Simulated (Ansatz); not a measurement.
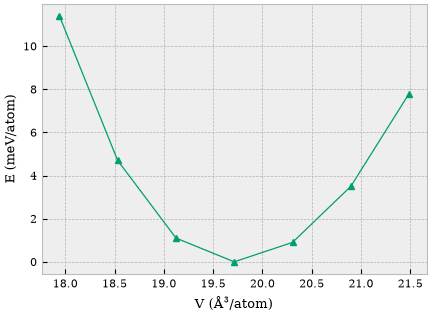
*Cs2ZrAg3F12 in space group R-3m (No. 166; Pearson symbol hR18) under volume change, DFT-r²SCAN in the program Ansatz with PAW potentials, shape and atoms relaxed at each volume.*

Question: What does a third-order Birch–Murnaghan fit give for V₀, B₀ and B′?

Answer: V₀ = 19.71 Å³/atom, B₀ = 19.1 GPa, B′ = 5.1.

The start of the workflow was typed in or built on a structure type; neither database checked (COD, Materials Project) lists it. Its standing as an ambient phase is unchecked. Symmetry was held in the r²SCAN relaxation; its stability against distortions is not shown here. No spin polarisation was allowed. Spin–orbit coupling is left out wherever it is not named.

Potentials: the later of the program's two PAW sets.
